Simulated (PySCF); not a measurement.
SMILES [CH](=C/[SeH])/[GeH3] (C2H6GeSe) at its PBE0/def2-SVP optimised geometry (Å):

```
10

Ge     1.1359     0.7770    -0.0003
C     -0.0413    -0.7646     0.0000
C     -1.3817    -0.7646     0.0000
Se    -2.5920     0.6855     0.0000
H      2.5920     0.2826     0.0017
H      0.8979     1.6525    -1.2478
H      0.8953     1.6548     1.2452
H      0.4408    -1.7495    -0.0001
H     -1.9391    -1.7094    -0.0001
H     -1.5755     1.7495     0.0015
```

Calculation: PBE0/def2-TZVP (PySCF 2.14.0).

Map of the electron localisation function on the plane z = 1.2 Å:

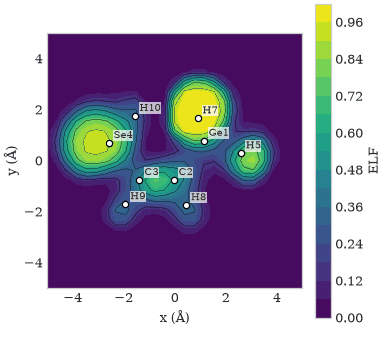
Figure: Electron localisation function on the plane z = 1.2 Å.
